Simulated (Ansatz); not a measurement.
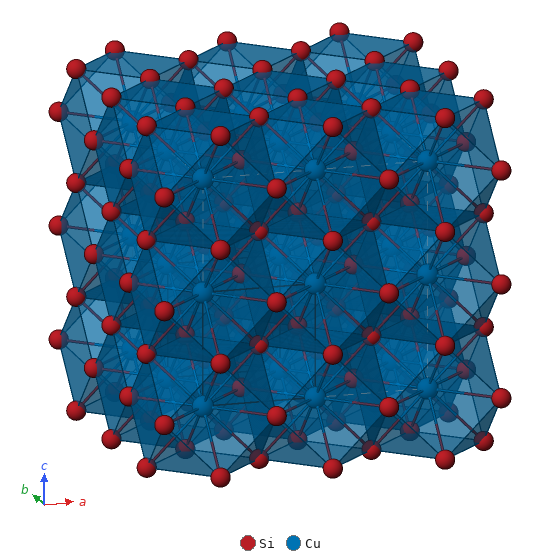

Polyhedra are drawn about Cu (bonds: Cu–Si below 3 Å); other atoms are plain spheres.

CuSi3 (space group Pm-3m, No. 221). Coordinates: the end point of a relaxation with DFT PBE, scalar-relativistic, plane waves, PAW (Ansatz); the starting structure was generated, so it need not be a known form of this composition.

### What figure surrounds each Cu atom, and what does it share with the other drawn polyhedra?

Cu: CuSi12 cuboctahedron, sharing corners with twelve neighbours and faces with six neighbours.

### How do these polyhedra hang together as a whole?

They form a three-dimensional framework of corner- and face-sharing cuboctahedra.

### How far apart are the centres of linked polyhedra?

Centre to centre across a shared corner: 5.41 Å; across a shared face: 3.83 Å.
